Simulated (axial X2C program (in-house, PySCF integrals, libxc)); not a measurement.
# AlC⁺ in the non-relativistic limit (speed of light times 100): from the state search to constants

Aim: find the lowest determinant of AlC⁺, scan the bond at several levels and fit the constants.

The runs use an in-house X2C program for linear molecules on PySCF integrals; all-electron X2C, Al dyall-v3z, C dyall-v3z.

All values are calculated.

### 1 The job

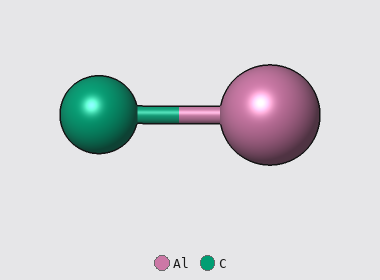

The two atoms at 1.800 Å (aluminium pink, carbon teal).

Input file task.json:

```json
{
 "zs": [
  13,
  6
 ],
 "q": 1,
 "bas": [
  "dyall-v3z",
  "dyall-v3z"
 ],
 "levels": [
  "PBE0",
  "HF",
  "BP86",
  "M06"
 ],
 "cc": false,
 "r0": 1.8,
 "npts": 10,
 "nst": 2,
 "ntry": 6,
 "opt": {
  "cfac": 100
 }
}
```

Keys: zs atomic numbers; q charge; bas basis sets; levels methods (HF also brings MP2); cc coupled cluster on or off; r0 starting distance in Å; npts points asked for on the curve; nst determinants followed; ntry starts of the search; cfac factor on the speed of light (100 gives the non-relativistic limit).

Started as:

```
$ python so2c.py task.json out
```

The Hamiltonian is the X2C one with the speed of light multiplied by 100, which is the non-relativistic limit. Basis: Al dyall-v3z contracted to [8s7p2d1f], C dyall-v3z contracted to [7s6p2d1f]; Gaussian nuclei, density fitting. Masses: Al 26.982 u, C 12.000 u.

Notation: σ, π±, δ± give the projection m of an orbital's angular momentum (0, ±1, ±2), α and β its spin, Λ and M_S the sums; ω is the projection of a spinor's total angular momentum and Ω the sum. Logs are in hartree.

The results follow Hamiltonian by Hamiltonian and level by level.

### 2 State search with PBE0

PBE0 moves the distance from 1.800 Å to 1.952 Å and compares determinants there.

Spin-free determinants:

```
ΔE (eV)           state                             open shells
   0.00  M_S = 1, Λ = 0          beyond closed shells: π+α, π-α
   0.90  M_S = 2, Λ = 0  beyond closed shells: 2 × σα, π+α, π-α
   0.92  M_S = 1, Λ = 1           beyond closed shells: σα, π+α
   1.11  M_S = 0, Λ = 1           beyond closed shells: σα, π+β
   1.44  M_S = 0, Λ = 2          beyond closed shells: π+α, π+β
   1.44  M_S = 0, Λ = 0          beyond closed shells: π+β, π-α
   2.23  M_S = 0, Λ = 0  beyond closed shells: 2 × σβ, π+α, π-α
```

### 3 PBE0, non-rel.

State followed: M_S = 1, Λ = 0 (beyond closed shells: π+α, π-α). The scan is laid around 1.952 Å, a first estimate of the minimum, and this SCF restarts from the orbitals of the search.

Output at 1.952 Å:

```text
spin-free X2C-1e  PBE0
basis functions 88  fitting functions 564  grid points 4356
iter        total energy     max residual
   1       -279.873984452     3.68e-05
   2       -279.873984458     1.85e-05
converged
one-electron -424.15039730  Coulomb 146.63122532  exact exchange -5.74679995  xc functional -17.75341337  nuclear repulsion 21.14540085
```

Along the bond, energies from the lowest point:

| R (Å) | E (eV) | μ (D) | HOMO (eV) | LUMO (eV) | iterations |
| --- | --- | --- | --- | --- | --- |
| 1.698 | 0.5446 | -2.45 | -14.75 | -10.58 | 23 |
| 1.776 | 0.2108 | -2.60 | -14.75 | -10.67 | 15 |
| 1.835 | 0.0751 | -2.70 | -14.54 | -10.73 | 13 |
| 1.893 | 0.0113 | -2.78 | -14.36 | -10.78 | 12 |
| 1.952 | 0.0000 | -2.85 | -14.19 | -10.82 | 2 |
| 2.020 | 0.0326 | -2.92 | -14.02 | -10.86 | 13 |
| 2.089 | 0.0962 | -2.96 | -13.87 | -10.88 | 13 |
| 2.176 | 0.2007 | -2.99 | -13.70 | -10.87 | 13 |
| 2.284 | 0.3363 | -3.01 | -13.52 | -10.81 | 14 |
| 2.440 | 0.5157 | -3.05 | -13.27 | -10.63 | 14 |

Dipoles are positive if C is the positive end and refer to the centre of mass.

Outer orbitals at the reference distance:

| symmetry | occupied | ε (eV) | atomic character |
| --- | --- | --- | --- |
| σα | yes | -24.21 | 68% C s, 11% Al s, 11% Al p |
| σβ | yes | -20.94 | 56% C s, 20% Al s, 10% Al p |
| σα | yes | -16.05 | 56% C p, 32% Al s, 9% C s |
| σβ | yes | -15.05 | 55% Al s, 23% Al p, 10% C s |
| π-α | yes | -14.19 | 82% C p, 11% Al p, 5% Al d |
| π+α | yes | -14.19 | 82% C p, 11% Al p, 5% Al d |
| σα | no | -10.82 | 39% Al s, 30% Al p, 27% C p |
| σβ | no | -9.49 | 62% C p, 20% Al p, 10% C s |
| π+β | no | -9.27 | 58% Al p, 40% C p |
| π-β | no | -9.27 | 58% Al p, 40% C p |

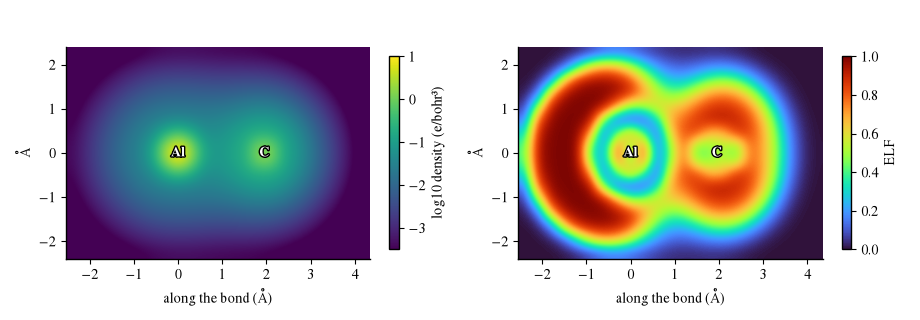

PBE0 fields in a plane through the axis, from a grid of 0.3 Å; Al lies at z = 0 and C at z = 1.952 Å; the ELF is damped to zero where the density is low.

Re = 1.938 Å, ωe = 620 cm⁻¹, ωexe = 10.6 cm⁻¹, Be = 0.5406 cm⁻¹, De = 0.955 eV, μ = -2.84 D. ⟨S²⟩ = 2.44 against 2.00 for a pure state, so this determinant mixes spins.

### 4 HF, non-rel.

Output at 1.952 Å:

```text
spin-free X2C-1e  HF
basis functions 88  fitting functions 564  grid points 4356
iter        total energy     max residual
   1       -279.360970928     1.12e-01
   2       -279.376557518     2.19e-02
   3       -279.381498853     2.30e-02
   4       -279.383107972     1.53e-02
   5       -279.383884404     3.49e-03
   6       -279.384000251     2.07e-03
   7       -279.384020176     8.26e-04
   8       -279.384023759     2.53e-04
   9       -279.384024462     1.53e-04
  10       -279.384024731     8.42e-05
  11       -279.384024788     2.78e-05
  12       -279.384024797     7.88e-06
  13       -279.384024797     3.17e-06
  14       -279.384024798     4.51e-07
converged
one-electron -424.05063576  Coulomb 146.61671665  exact exchange -23.09550653  xc functional 0.00000000  nuclear repulsion 21.14540085
```

No constants are quoted: the solution changes its character somewhere along the scan, so the fit is set aside.

### 5 BP86, non-rel.

The SCF at the reference distance of 1.952 Å:

```text
spin-free X2C-1e  BP86
basis functions 88  fitting functions 564  grid points 4356
iter        total energy     max residual
   1       -280.050545380     5.05e-02
   2       -280.053314029     1.07e-02
   3       -280.053842725     1.20e-02
   4       -280.054165149     3.80e-03
   5       -280.054255591     8.25e-04
   6       -280.054257738     2.61e-04
   7       -280.054258106     5.86e-05
   8       -280.054258123     2.20e-05
   9       -280.054258127     4.67e-06
converged
one-electron -424.17380249  Coulomb 146.62997849  exact exchange 0.00000000  xc functional -23.65583497  nuclear repulsion 21.14540085
```

Re = 1.971 Å, ωe = 584 cm⁻¹, ωexe = 7.67 cm⁻¹, Be = 0.5223 cm⁻¹, De = 1.09 eV, μ = -2.85 D.

### 6 M06, non-rel.

The SCF at the reference distance of 1.952 Å:

```text
spin-free X2C-1e  M06
basis functions 88  fitting functions 564  grid points 4356
iter        total energy     max residual
   1       -279.997827355     1.03e-01
   2       -280.001163247     1.22e-02
   3       -280.001583185     8.41e-03
   4       -280.001800277     4.54e-03
   5       -280.001852141     1.32e-03
   6       -280.001866765     6.51e-04
   7       -280.001867494     1.26e-04
   8       -280.001867573     4.17e-05
   9       -280.001867579     1.07e-05
converged
one-electron -424.25471510  Coulomb 146.73236809  exact exchange -6.20182347  xc functional -17.42309795  nuclear repulsion 21.14540085
```

Re = 1.942 Å, ωe = 600 cm⁻¹, ωexe = 13.6 cm⁻¹, Be = 0.5383 cm⁻¹, De = 0.722 eV, μ = -2.75 D. ⟨S²⟩ = 2.30 against 2.00 for a pure state, so this determinant mixes spins.

### 7 Correlated methods, non-rel.

Correlated methods: 6 electrons correlated (frozen shells, counted by type: Al 2 s, 1 p; C 1 s), 148 virtual spinors in MP2.

MP2: No constants are quoted: the reference changes its character somewhere along the scan, so the fit is set aside.

### 8 A higher determinant, non-rel.

State: M_S = 2, Λ = 0 (beyond closed shells: 2 × σα, π+α, π-α).

Output at the reference distance:

```text
spin-free X2C-1e  PBE0
basis functions 88  fitting functions 564  grid points 4356
iter        total energy     max residual
   1       -279.840914416     2.22e-05
   2       -279.840914424     1.03e-05
converged
one-electron -424.02684728  Coulomb 146.58679574  exact exchange -5.76551185  xc functional -17.78075189  nuclear repulsion 21.14540085
```

| R (Å) | E above the lowest PBE0 point (eV) |
| --- | --- |
| 1.698 | 1.130 |
| 1.776 | 0.874 |
| 1.835 | 0.808 |
| 1.893 | 0.822 |
| 1.952 | 0.900 |
| 2.020 | 1.050 |
| 2.089 | 1.247 |
| 2.176 | 1.546 |
| 2.284 | 1.950 |

Re = 1.852 Å, ωe = 847 cm⁻¹, ωexe = 3.95 cm⁻¹, Be = 0.5918 cm⁻¹, μ = -2.63 D. Te = 0.81 eV.

### 9 The non-rel. curves together

Energy (eV) of the followed determinant, non-rel., from each level's lowest point:

| R (Å) | PBE0 | HF (jumps) | MP2 (its reference jumps) | BP86 | M06 |
| --- | --- | --- | --- | --- | --- |
| 1.698 | 0.545 | 0.416 | 0.488 | 0.653 | 0.547 |
| 1.776 | 0.211 | 0.121 | 0.168 | 0.285 | 0.214 |
| 1.835 | 0.075 | 0.022 | 0.047 | 0.124 | 0.079 |
| 1.893 | 0.011 | 0.000 | 0.000 | 0.035 | 0.014 |
| 1.952 | 0.000 | 0.033 | 0.008 | 0.000 | 0.000 |
| 2.020 | 0.033 | 0.116 | 0.064 | 0.009 | 0.028 |
| 2.089 | 0.096 | 0.222 | 0.151 | 0.056 | 0.083 |
| 2.176 | 0.201 | 0.357 | 0.276 | 0.148 | 0.173 |
| 2.284 | 0.336 | 0.482 | 0.401 | 0.285 | 0.284 |
| 2.440 | 0.516 | 0.568 | 0.483 | 0.489 | 0.425 |

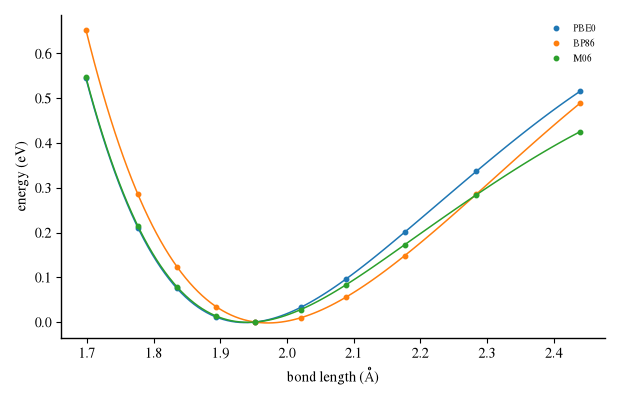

Curves of the followed state, non-rel., each from its own lowest point. Left out: HF, MP2.

The whole job took 35 s on 1 thread of Arm Neoverse N1, shared host; peak memory 0.22 GiB.

### 10 Constants

Lowest determinant that the search found at its distance, non-rel.: M_S = 1, Λ = 0 (beyond closed shells: π+α, π-α).

| Hamiltonian | level | Re (Å) | ωe (cm⁻¹) | De (eV) | μ (D) |
| --- | --- | --- | --- | --- | --- |
| non-rel. | PBE0 | 1.938 | 620 | 0.955 | -2.84 |
| non-rel. | BP86 | 1.971 | 584 | 1.09 | -2.85 |
| non-rel. | M06 | 1.942 | 600 | 0.722 | -2.75 |

Dipoles are positive if C is the positive end and refer to the centre of mass. No constants: non-rel. HF (the solution changes its character somewhere along the scan, so the fit is set aside); non-rel. MP2 (the reference changes its character somewhere along the scan, so the fit is set aside). Spin-free ⟨S²⟩ is off its pure value at PBE0 2.44, M06 2.30.

Time per point (s) on 1 thread of Arm Neoverse N1, shared host (non-rel. runs); the times are rough: PBE0 0.3, BP86 0.27, M06 0.55.

In words: Bond lengths run from 1.938 Å (non-rel. PBE0) to 1.971 Å (non-rel. BP86).

De refers to Al+ + C, each in the lowest determinant found, which need not be this curve's own limit. The state is a single determinant with fixed occupations, the lowest that a limited PBE0 search found. De is counted from the lowest determinant-based energies of the atoms at the same level, without counterpoise correction. The meta-GGAs lack a current-density term, which matters for open shells with orbital currents, atoms included. With several unpaired electrons one determinant need not be a pure state. The spin-free determinant is spin-contaminated at some levels. These are model numbers, with the speed of light changed.
